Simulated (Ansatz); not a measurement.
Process, species as SMILES: C=C=O + H+ → C=C=[OH+]
B3LYP-D3(BJ)/def2-TZVP geometries, fixed; electronic energies without zero-point terms; positive where energy is released.

Basis-set convergence of the proton affinity at CCSD(T) with Ansatz (a quantum-chemistry and plane-wave program). Cartesian d functions, on some or all atoms, in 6-31G*, 6-31+G*; all else is spherical. Cores are frozen. The proton sits at the site shown, which need not be the one that binds it best. No added dispersion term, no relativity. Functions are those of the species that has most. Reference: Hartree-Fock in cc-pVQZ plus the correlation part extrapolated as X^-3 from cc-pVTZ and cc-pVQZ, 160.74 kcal/mol, itself unsure by roughly 0.28 kcal/mol (a third of the extrapolation step and of the last Hartree-Fock step). Deviations are taken from unrounded values. Cost is core time over that of 6-31+G*, rough, on shared machines of one kind; a dash marks a row that isn't timed (too short, read off another run, short of memory, by another algorithm or on other hardware).

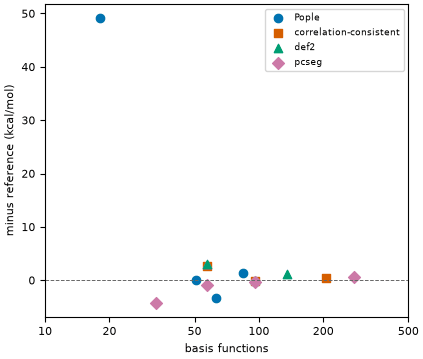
Fig. 1. Deviation from the reference against the number of basis functions, by family of sets.

```tsv
basis	functions	proton affinity (kcal/mol)	minus reference (kcal/mol)	cost
STO-3G	18	209.83	49.09	-
pcseg-0	33	156.55	-4.19	-
6-31G*	51	160.71	-0.03	0.6×
cc-pVDZ	57	163.43	2.69	0.7×
def2-SVP	57	163.81	3.07	0.7×
pcseg-1	57	159.85	-0.89	0.7×
6-31+G*	63	157.50	-3.24	1×
6-311+G**	84	162.07	1.33	1×
aug-cc-pVDZ	96	160.51	-0.22	2×
aug-pcseg-1	96	160.46	-0.28	2×
def2-TZVPP	135	161.86	1.13	4×
aug-cc-pVTZ	207	161.13	0.39	10×
pcseg-3	279	161.43	0.69	40×
```
